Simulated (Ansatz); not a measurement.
## CH$_{4}$AlF: nudged elastic band (part 1 of 2)

CH$_{4}$AlF, computed with RKS B3LYP/cc-pVDZ (Ansatz 0.2.0).

The run did not end well. It belongs to a series of runs on one base structure; here: band between the two ends.

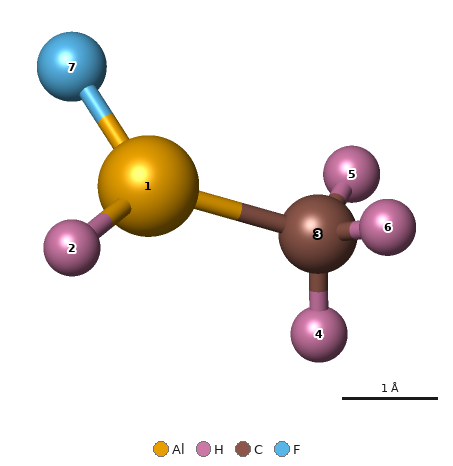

*The starting structure (ball-and-stick view, seen at a tilt; atoms are numbered from 1 in the order of the input). Sticks mark near contacts.*

Bond lengths as drawn: Al–C 1.95 Å, Al–F 1.70 Å, Al–H 1.58 Å and C–H 1.10 to 1.11 Å.

**The input**
```yaml
crystal:
  periodic: [false, false, false]
  atoms:
    - { symbol: Al, position_ang: [0.305078, -0.074412, 0.533378] }
    - { symbol: H, position_ang: [-0.243081, -0.413158, 1.98087] }
    - { symbol: C, position_ang: [2.180565, 0.058514, 0.000304] }
    - { symbol: H, position_ang: [2.697879, -0.905512, 0.157257] }
    - { symbol: H, position_ang: [2.298242, 0.341903, -1.057761] }
    - { symbol: H, position_ang: [2.712087, 0.80353, 0.619498] }
    - { symbol: F, position_ang: [-0.890869, 0.189035, -0.642945] }
basis:
  gaussian: { orbitals: cc-pVDZ }
hamiltonian:
  xc: b3lyp
neb:
  order_check: false
  images: 5
  f_tol: 0.05
  max_iterations: 60
  final_atoms:
    - { symbol: Al, position_ang: [-2.31942965, 0.31649704, -1.43201584] }
    - { symbol: H, position_ang: [2.29173737, -0.35657004, 1.8200978] }
    - { symbol: C, position_ang: [2.42200398, -0.11414953, 0.75439403] }
    - { symbol: H, position_ang: [2.97170638, -0.93074102, 0.26208859] }
    - { symbol: H, position_ang: [1.43831591, 0.01077948, 0.27907868] }
    - { symbol: H, position_ang: [3.00024876, 0.81797623, 0.66321722] }
    - { symbol: F, position_ang: [-0.74468175, 0.25610782, -0.75625946] }
  initial_path:
    images:
      - { positions_ang: [[0.305078, -0.074412, 0.533378], [-0.243081, -0.413158, 1.98087], [2.180565, 0.058514, 0.000304], [2.697879, -0.905512, 0.157257], [2.298242, 0.341903, -1.057761], [2.712087, 0.80353, 0.619498], [-0.890869, 0.189035, -0.642945]] }
      - { positions_ang: [[0.20308827, -0.06152774, 0.35826277], [0.18110916, -0.27793238, 1.79880211], [2.16550008, 0.04674953, 0.12833074], [2.62947957, -0.94150192, 0.17550489], [2.19177102, 0.40367594, -0.90253439], [2.77254789, 0.72981817, 0.73682287], [-1.08359498, 0.10061841, -0.70458799]] }
      - { positions_ang: [[0.10109854, -0.04864349, 0.18314754], [0.60529931, -0.14270677, 1.61673423], [2.15043515, 0.03498506, 0.25635747], [2.56108014, -0.97749185, 0.19375278], [2.08530003, 0.46544888, -0.74730777], [2.83300878, 0.65610634, 0.85414773], [-1.27632095, 0.01220183, -0.76623099]] }
      - { positions_ang: [[-0.00089119, -0.03575923, 0.00803231], [1.02948947, -0.00748115, 1.43466634], [2.13537023, 0.02322059, 0.38438421], [2.49268071, -1.01348177, 0.21200068], [1.97882905, 0.52722182, -0.59208116], [2.89346967, 0.58239451, 0.9714726], [-1.46904693, -0.07621476, -0.82787398]] }
      - { positions_ang: [[-0.77373735, 0.08165953, -0.47198374], [1.45023877, -0.12384412, 1.56314349], [2.23091482, -0.02256945, 0.50772082], [2.65235593, -0.98590152, 0.22869665], [1.798658, 0.35507438, -0.30169455], [2.9290627, 0.66092175, 0.86872081], [-1.22759187, 0.03455944, -0.80400247]] }
      - { positions_ang: [[-1.5465835, 0.19907828, -0.95199979], [1.87098807, -0.24020708, 1.69162064], [2.3264594, -0.06835949, 0.63105742], [2.81203115, -0.95832127, 0.24539262], [1.61848695, 0.18292693, -0.01130794], [2.96465573, 0.73944899, 0.76596901], [-0.98613681, 0.14533363, -0.78013097]] }
      - { positions_ang: [[-2.31942965, 0.31649704, -1.43201584], [2.29173737, -0.35657004, 1.8200978], [2.42200398, -0.11414953, 0.75439403], [2.97170638, -0.93074102, 0.26208859], [1.43831591, 0.01077948, 0.27907868], [3.00024876, 0.81797623, 0.66321722], [-0.74468175, 0.25610782, -0.75625946]] }
```

Launch command:
```bash
ansatz run input.yaml --threads 1 --pin off --max-ram 2048MiB --backend cpu --events-out ev --progress --plain --runs-dir out
```

**Log**
```
Engine: ansatz 0.2.0, aarch64-unknown-linux-gnu
Functional definition: B3LYP
  parameter a0 = 0.2
  parameter ax = 0.72
  parameter ac = 0.81
  exchange = (1 - a0 - ax)*slater_x + ax*b88_x + a0*exact_x
  correlation = (1 - ac)*vwn_rpa_c + ac*lyp_c
702 factors; integrals over basis functions are off by at most 4.0e-4 eV
mean field evaluation 1: about -10411.4236 eV, gradient 5.8e1 eV
mean field evaluation 2: about -10403.3508 eV, gradient 8.5e1 eV
mean field evaluation 4: about -10418.5672 eV, gradient 4.1e0 eV
mean field evaluation 8: about -10418.6043 eV, gradient 1.2e-2 eV
mean field -10418.60429435 eV, -382.8766458336 hartree, gradient 3.9e-5 eV, S^2 0.000000; 0 other end points of the search recorded, 0 dependent functions left out
the calculation of the forces begins
reference -10418.60452753 eV, -382.8766544028 hartree; 16, 16 occupied and 50, 50 virtual orbitals, 702 factors
699 factors; integrals over basis functions are off by at most 8.0e-4 eV
mean field evaluation 16: about -10417.4476 eV, gradient 2.2e1 eV
mean field -10418.47172559 eV, -382.8717740215 hartree, gradient 5.7e-5 eV, S^2 0.000000; 0 other end points of the search recorded, 0 dependent functions left out
[... from here on the field's lines of each further geometry are left out, up to the last ...]
NEB iter   1: max|band force component| = 7.801e2 eV/Å  barrier→ = 249.0721 eV  barrier← = 248.9395 eV  Δτ_max = 0.1846 Å  (489 SCF iters)
NEB iter   2: max|band force component| = 3.228e2 eV/Å  barrier→ = 118.2211 eV  barrier← = 118.0886 eV  Δτ_max = 0.2000 Å  (233 SCF iters)
NEB iter   3: max|band force component| = 2.523e2 eV/Å  barrier→ = 65.4448 eV  barrier← = 65.3123 eV  Δτ_max = 0.2000 Å  (146 SCF iters)
NEB iter   4: max|band force component| = 7.961e1 eV/Å  barrier→ = 19.6625 eV  barrier← = 19.5300 eV  Δτ_max = 0.1946 Å  (137 SCF iters)
NEB iter   5: max|band force component| = 5.084e1 eV/Å  barrier→ = 9.8639 eV  barrier← = 9.7314 eV  Δτ_max = 0.1887 Å  (138 SCF iters)
NEB iter   6: max|band force component| = 2.326e1 eV/Å  barrier→ = 4.8151 eV  barrier← = 4.6826 eV  Δτ_max = 0.1875 Å  (135 SCF iters)
NEB iter   7: max|band force component| = 1.206e1 eV/Å  barrier→ = 4.0278 eV  barrier← = 3.8953 eV  Δτ_max = 0.2000 Å  (130 SCF iters)
NEB iter   8: max|band force component| = 5.265e0 eV/Å  barrier→ = 3.2630 eV  barrier← = 3.1304 eV  Δτ_max = 0.2000 Å  (128 SCF iters)
NEB iter   9: max|band force component| = 3.749e0 eV/Å  barrier→ = 2.6980 eV  barrier← = 2.5654 eV  Δτ_max = 0.1995 Å  (128 SCF iters)
NEB iter  10: max|band force component| = 2.927e0 eV/Å  barrier→ = 2.4911 eV  barrier← = 2.3585 eV  Δτ_max = 0.2000 Å  (129 SCF iters)
NEB iter  11: max|band force component| = 2.606e0 eV/Å  barrier→ = 2.2835 eV  barrier← = 2.1509 eV  Δτ_max = 0.2000 Å  (130 SCF iters)
NEB iter  12: max|band force component| = 1.726e0 eV/Å  barrier→ = 2.5995 eV  barrier← = 2.4669 eV  Δτ_max = 0.2000 Å  (131 SCF iters)
NEB iter  13: max|band force component| = 1.666e0 eV/Å  barrier→ = 3.6579 eV  barrier← = 3.5253 eV  Δτ_max = 0.2000 Å  (128 SCF iters)
NEB iter  14: max|band force component| = 2.079e0 eV/Å  barrier→ = 4.1084 eV  barrier← = 3.9758 eV  Δτ_max = 0.1866 Å  (133 SCF iters)
NEB iter  15: max|band force component| = 1.721e0 eV/Å  barrier→ = 3.4266 eV  barrier← = 3.2940 eV  Δτ_max = 0.2000 Å  (125 SCF iters)
NEB iter  16: max|band force component| = 1.326e0 eV/Å  barrier→ = 2.4856 eV  barrier← = 2.3531 eV  Δτ_max = 0.2000 Å  (126 SCF iters)
NEB iter  17: max|band force component| = 1.278e0 eV/Å  barrier→ = 1.8404 eV  barrier← = 1.7078 eV  Δτ_max = 0.1999 Å  (124 SCF iters)
NEB iter  18: max|band force component| = 1.278e0 eV/Å  barrier→ = 1.3266 eV  barrier← = 1.1941 eV  Δτ_max = 0.1994 Å  (125 SCF iters)
NEB iter  19: max|band force component| = 5.925e-1 eV/Å  barrier→ = 0.9299 eV  barrier← = 0.7974 eV  Δτ_max = 0.1987 Å  (125 SCF iters)
NEB iter  20: max|band force component| = 1.243e0 eV/Å  barrier→ = 0.7171 eV  barrier← = 0.5845 eV  CI = image 2  Δτ_max = 0.2000 Å  (125 SCF iters)
NEB iter  21: max|band force component| = 1.273e0 eV/Å  barrier→ = 0.9324 eV  barrier← = 0.7998 eV  CI = image 2  Δτ_max = 0.1970 Å  (124 SCF iters)
NEB iter  22: max|band force component| = 1.904e0 eV/Å  barrier→ = 1.4528 eV  barrier← = 1.3202 eV  CI = image 2  Δτ_max = 0.1003 Å  (120 SCF iters)
NEB iter  23: max|band force component| = 2.025e0 eV/Å  barrier→ = 1.7977 eV  barrier← = 1.6652 eV  CI = image 2  Δτ_max = 0.1935 Å  (114 SCF iters)
NEB iter  24: max|band force component| = 2.575e0 eV/Å  barrier→ = 2.7272 eV  barrier← = 2.5946 eV  CI = image 2  Δτ_max = 0.1976 Å  (122 SCF iters)
NEB iter  25: max|band force component| = 2.380e0 eV/Å  barrier→ = 3.6111 eV  barrier← = 3.4785 eV  CI = image 2  Δτ_max = 0.2000 Å  (123 SCF iters)
NEB iter  26: max|band force component| = 2.015e0 eV/Å  barrier→ = 4.3013 eV  barrier← = 4.1687 eV  CI = image 2  Δτ_max = 0.1957 Å  (124 SCF iters)
NEB iter  27: max|band force component| = 1.857e0 eV/Å  barrier→ = 4.6132 eV  barrier← = 4.4807 eV  CI = image 2  Δτ_max = 0.2000 Å  (117 SCF iters)
NEB iter  28: max|band force component| = 1.285e0 eV/Å  barrier→ = 4.9051 eV  barrier← = 4.7725 eV  CI = image 2  Δτ_max = 0.1998 Å  (123 SCF iters)
NEB iter  29: max|band force component| = 1.161e0 eV/Å  barrier→ = 5.1012 eV  barrier← = 4.9686 eV  CI = image 2  Δτ_max = 0.1959 Å  (120 SCF iters)
NEB iter  30: max|band force component| = 1.126e0 eV/Å  barrier→ = 5.1308 eV  barrier← = 4.9983 eV  CI = image 2  Δτ_max = 0.1989 Å  (124 SCF iters)
NEB iter  31: max|band force component| = 1.242e0 eV/Å  barrier→ = 5.1995 eV  barrier← = 5.0670 eV  CI = image 2  Δτ_max = 0.2000 Å  (120 SCF iters)
NEB iter  32: max|band force component| = 1.744e0 eV/Å  barrier→ = 5.3202 eV  barrier← = 5.1876 eV  CI = image 2  Δτ_max = 0.2000 Å  (127 SCF iters)
NEB iter  33: max|band force component| = 1.745e0 eV/Å  barrier→ = 5.2744 eV  barrier← = 5.1418 eV  CI = image 2  Δτ_max = 0.2000 Å  (125 SCF iters)
NEB iter  34: max|band force component| = 1.709e0 eV/Å  barrier→ = 4.9872 eV  barrier← = 4.8546 eV  CI = image 2  Δτ_max = 0.2000 Å  (124 SCF iters)
NEB iter  35: max|band force component| = 1.517e0 eV/Å  barrier→ = 4.6675 eV  barrier← = 4.5350 eV  CI = image 2  Δτ_max = 0.2000 Å  (134 SCF iters)
NEB iter  36: max|band force component| = 1.977e0 eV/Å  barrier→ = 4.4340 eV  barrier← = 4.3014 eV  CI = image 2  Δτ_max = 0.1850 Å  (134 SCF iters)
NEB iter  37: max|band force component| = 2.533e0 eV/Å  barrier→ = 4.1661 eV  barrier← = 4.0335 eV  CI = image 2  Δτ_max = 0.1970 Å  (124 SCF iters)
NEB iter  38: max|band force component| = 3.017e0 eV/Å  barrier→ = 3.9112 eV  barrier← = 3.7786 eV  CI = image 2  Δτ_max = 0.0994 Å  (117 SCF iters)
NEB iter  39: max|band force component| = 3.896e0 eV/Å  barrier→ = 3.7245 eV  barrier← = 3.5920 eV  CI = image 2  Δτ_max = 0.1009 Å  (113 SCF iters)
NEB iter  40: max|band force component| = 4.388e0 eV/Å  barrier→ = 3.5360 eV  barrier← = 3.4034 eV  CI = image 2  Δτ_max = 0.1970 Å  (115 SCF iters)
NEB iter  41: max|band force component| = 4.328e0 eV/Å  barrier→ = 2.8408 eV  barrier← = 2.7082 eV  CI = image 2  Δτ_max = 0.1980 Å  (130 SCF iters)
NEB iter  42: max|band force component| = 4.456e0 eV/Å  barrier→ = 2.2071 eV  barrier← = 2.0746 eV  CI = image 2  Δτ_max = 0.1937 Å  (122 SCF iters)
NEB iter  43: max|band force component| = 4.007e0 eV/Å  barrier→ = 1.8051 eV  barrier← = 1.6726 eV  CI = image 2  Δτ_max = 0.1959 Å  (123 SCF iters)
NEB iter  44: max|band force component| = 3.437e0 eV/Å  barrier→ = 1.1872 eV  barrier← = 1.0546 eV  CI = image 2  Δτ_max = 0.2000 Å  (125 SCF iters)
NEB iter  45: max|band force component| = 2.563e0 eV/Å  barrier→ = 0.8534 eV  barrier← = 0.7208 eV  CI = image 2  Δτ_max = 0.1922 Å  (119 SCF iters)
NEB iter  46: max|band force component| = 2.398e0 eV/Å  barrier→ = 0.6401 eV  barrier← = 0.5075 eV  CI = image 1  Δτ_max = 0.2000 Å  (118 SCF iters)
NEB iter  47: max|band force component| = 1.233e0 eV/Å  barrier→ = 0.8466 eV  barrier← = 0.7140 eV  CI = image 1  Δτ_max = 0.1976 Å  (128 SCF iters)
NEB iter  48: max|band force component| = 1.222e0 eV/Å  barrier→ = 0.8519 eV  barrier← = 0.7194 eV  CI = image 1  Δτ_max = 0.1990 Å  (126 SCF iters)
NEB iter  49: max|band force component| = 1.378e0 eV/Å  barrier→ = 0.7083 eV  barrier← = 0.5758 eV  CI = image 1  Δτ_max = 0.2000 Å  (123 SCF iters)
NEB iter  50: max|band force component| = 2.035e0 eV/Å  barrier→ = 0.5226 eV  barrier← = 0.3901 eV  CI = image 3  Δτ_max = 0.2000 Å  (125 SCF iters)
NEB iter  51: max|band force component| = 2.387e0 eV/Å  barrier→ = 0.8231 eV  barrier← = 0.6905 eV  CI = image 2  Δτ_max = 0.1997 Å  (125 SCF iters)
NEB iter  52: max|band force component| = 1.653e0 eV/Å  barrier→ = 0.8380 eV  barrier← = 0.7054 eV  CI = image 2  Δτ_max = 0.1000 Å  (127 SCF iters)
NEB iter  53: max|band force component| = 1.717e0 eV/Å  barrier→ = 0.8032 eV  barrier← = 0.6706 eV  CI = image 2  Δτ_max = 0.1004 Å  (120 SCF iters)
NEB iter  54: max|band force component| = 1.885e0 eV/Å  barrier→ = 0.6324 eV  barrier← = 0.4998 eV  CI = image 3  Δτ_max = 0.2000 Å  (120 SCF iters)
NEB iter  55: max|band force component| = 1.757e0 eV/Å  barrier→ = 0.8055 eV  barrier← = 0.6729 eV  CI = image 2  Δτ_max = 0.1976 Å  (123 SCF iters)
NEB iter  56: max|band force component| = 1.402e0 eV/Å  barrier→ = 0.4952 eV  barrier← = 0.3626 eV  CI = image 3  Δτ_max = 0.1986 Å  (126 SCF iters)
NEB iter  57: max|band force component| = 2.223e0 eV/Å  barrier→ = 0.7433 eV  barrier← = 0.6108 eV  CI = image 2  Δτ_max = 0.2000 Å  (121 SCF iters)
NEB iter  58: max|band force component| = 1.078e0 eV/Å  barrier→ = 0.5238 eV  barrier← = 0.3913 eV  CI = image 2  Δτ_max = 0.1988 Å  (120 SCF iters)
NEB iter  59: max|band force component| = 8.518e-1 eV/Å  barrier→ = 0.3492 eV  barrier← = 0.2167 eV  CI = image 2  Δτ_max = 0.2000 Å  (124 SCF iters)
the calculation of the forces begins
reference -10418.45992067 eV, -382.8713401990 hartree; 16, 16 occupied and 50, 50 virtual orbitals, 702 factors
these checks for a lower state are left out or cut short: starts, cluster_reference, orbital_swaps, neighbouring_geometries, increment
699 factors; integrals over basis functions are off by at most 7.6e-4 eV
mean field -10418.45136660 eV, -382.8710258427 hartree, gradient 9.8e-6 eV, S^2 0.000000; 0 other end points of the search recorded, 0 dependent functions left out
the calculation of the forces begins
reference -10418.45160202 eV, -382.8710344943 hartree; 16, 16 occupied and 50, 50 virtual orbitals, 699 factors
NEB iter  60: max|band force component| = 1.044e0 eV/Å  barrier→ = 0.3119 eV  barrier← = 0.1793 eV  CI = image 1  Δτ_max = 0.2000 Å  (126 SCF iters)
```
